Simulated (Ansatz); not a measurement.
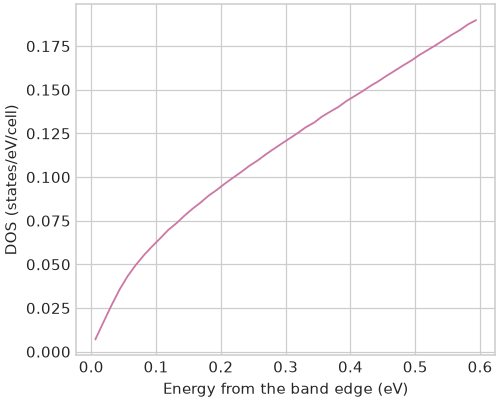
Figure: Density of states of BP (F-43m) below the valence band maximum, r2SCAN with spin-orbit coupling, rigid bands (Ansatz, a quantum-chemistry and plane-wave program); cell volume 23.3 Å³.

What effective density of states at 300 K does this give (∫ g(E) exp(−E/k_BT) dE, both spins, divided by the cell's size)?

2.3e19 cm⁻³, a density-of-states mass of 0.95 mₑ, valleys and band degeneracy included.

Geometry: cell and atoms relaxed with r2SCAN.
